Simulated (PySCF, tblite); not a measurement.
# C3H6O4SSi: geometry, infrared bands and NMR shifts

Aim: predict the infrared bands and NMR shifts of C3H6O4SSi (`CS[Si@@H](OC=O)C(=O)O`).

Programs: tblite 0.8.0 and PySCF 2.14.0, with density-fitted response routines of our own. Each step states its level of theory. These are calculated values for one molecule in the gas phase, unless marked as measured. Atoms count from 0, in the outputs and in this text.

### 1 The molecule as given

15 atoms, charge 0, multiplicity 1; geometry from: force field or distance geometry start.

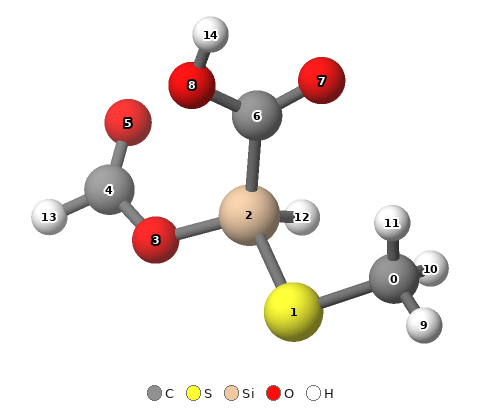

The starting geometry (carbon grey, sulfur yellow, silicon light orange, oxygen red, hydrogen white), atoms numbered.

### 2 Optimising the geometry with GFN2-xTB

Job settings and geometry (Å):

```
{"job": {"kind": "relax", "xc": "GFN2-xTB", "basis": "xTB"}, "charge": 0, "multiplicity": 1}
C     -0.732900    -1.813400     1.910300
S      0.040100    -0.180100     1.965100
Si    -0.281000     0.575100    -0.026200
O      0.413700     2.091400    -0.086200
C      0.469300     2.788800    -1.217100
O      0.009300     2.468200    -2.312700
C      0.407300    -0.648000    -1.302000
O     -0.254400    -1.621600    -1.612200
O      1.649300    -0.468800    -1.821800
H     -0.682900    -2.277400     2.902900
H     -1.800200    -1.724400     1.637600
H     -0.236900    -2.463600     1.195300
H     -1.770200     0.744700    -0.137800
H      1.004100     3.738000    -1.040700
H      1.760900    -1.200800    -2.449500
```

The run is started by

```
OMP_NUM_THREADS=1 python probes_run.py task.json out
```

The driver reads the jobs from task.json and runs them one after another.

**Question.** This job is followed by: GFN2-xTB harmonic vibrations, gas phase; GIAO PBE0/pcSseg-1 NMR shielding, non-relativistic, gas phase. Predict these results of the whole session: strongest single infrared mode (GFN2-xTB); zero-point energy (GFN2-xTB); 13C shifts against TMS (PBE0/pcSseg-1); 1H shifts against TMS (PBE0/pcSseg-1, means over atoms taken as alike); 33S shifts against CS2 (PBE0/pcSseg-1); 29Si shifts against TMS (PBE0/pcSseg-1); 17O shifts against H2O (PBE0/pcSseg-1); surface potential, least and greatest.

The runs gave:

| quantity | value |
| --- | --- |
| strongest single infrared mode (GFN2-xTB) | 1177 cm⁻¹, 564 km/mol |
| zero-point energy (GFN2-xTB) | 58.7 kcal/mol |
| 13C shifts against TMS (PBE0/pcSseg-1) | 181.8, 164.7, 9.5 ppm |
| 1H shifts against TMS (PBE0/pcSseg-1, means over atoms taken as alike) | 8.06, 6.75, 5.73, 2.26 ppm |
| 33S shifts against CS2 (PBE0/pcSseg-1) | -209 ppm |
| 29Si shifts against TMS (PBE0/pcSseg-1) | -25.7 ppm |
| 17O shifts against H2O (PBE0/pcSseg-1) | 485.2, 468.2, 234.1, 206.5 ppm |
| surface potential, least and greatest | -1.37 V and 2.35 V |

What this shows: Over 95 steps the energy fell by 0.293 eV; of the close pairs, Si2–H12 changed most, 1.503 to 1.456 Å. No mode is imaginary among the 39: a minimum at this level. The strongest single mode, at 1177 cm⁻¹, moves mainly O3 and C4. Unscaled tight-binding wavenumbers are off by several per cent, some by more. Its intensities can rank the bands wrongly. At PBE0/pcSseg-1: The widest tensor belongs to O7: span 708 ppm, with a paramagnetic part of -552 ppm. At PBE0/pcSseg-1, counted by nearest atom on the grid, the HOMO lies on S1 70 %; O7 7 %, the LUMO on C6 37 %; O7 21 %.
